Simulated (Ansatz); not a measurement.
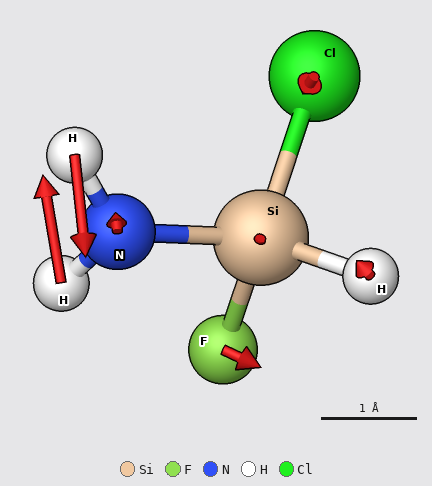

A relaxation of SiNH3ClF. The starting structure is drawn; red arrows show the displacements, at their true length. The two geometries are superimposed by the best rigid fit.

A ball-and-stick model, seen at a tilt.

The run prepares an end point of a later path (reaction) calculation, from a guessed geometry.

These are results of UKS PBE0/6-31G* in Ansatz, not measurements.

Input
```yaml
crystal:
  periodic: [false, false, false]
  atoms:
    - { symbol: Si, position_ang: [-0.489761, 0.383448, -0.037844] }
    - { symbol: F, position_ang: [-1.224389, -0.705693, -1.020655] }
    - { symbol: "N", position_ang: [1.062918, -0.280875, -0.164572] }
    - { symbol: H, position_ang: [0.885683, -1.180612, -0.607974] }
    - { symbol: H, position_ang: [-0.681985, 1.753705, -0.542528] }
    - { symbol: Cl, position_ang: [-1.339935, 0.325256, 1.834511] }
    - { symbol: H, position_ang: [1.787468, -0.295129, 0.538962] }
magnetization:
  spin_polarized: true
basis:
  gaussian: { orbitals: "6-31G*" }
hamiltonian:
  xc: pbe0
relax:
  f_tol: 0.03
  max_steps: 50
```

Launched with:
```bash
ansatz run input.yaml --threads 2 --pin off --max-ram 3072MiB --backend cpu --events-out ev --progress --plain --runs-dir out
```

What happened in the run?

Answer. The atom that moves furthest after the best rigid fit is H4 (1.17 Å). Largest moves by element: H 1.17 Å, F 0.46 Å, Cl 0.38 Å, N 0.25 Å, Si 0.10 Å. Some distances before and after: Si1–F2 1.641 → 1.606 Å, N3–H4 1.019 → 1.010 Å, Si1–Cl6 2.057 → 2.051 Å. Bond angles that change, for instance: Si1–N3–H4 102.7° → 122.1°, F2–Si1–N3 96.0° → 115.1°, N3–Si1–Cl6 115.8° → 107.7°. Over 23 accepted moves (26 points after the start) the energy falls by 24.5 kJ/mol. Largest force component: 0.93 eV/Å at the start, 0.028 eV/Å at the end. The line search rejected the trial steps at points 7, 11, 13 of the run. The run took 71 s on 2 threads of Arm Neoverse V1, on a shared host, peak memory 0.2 GiB.
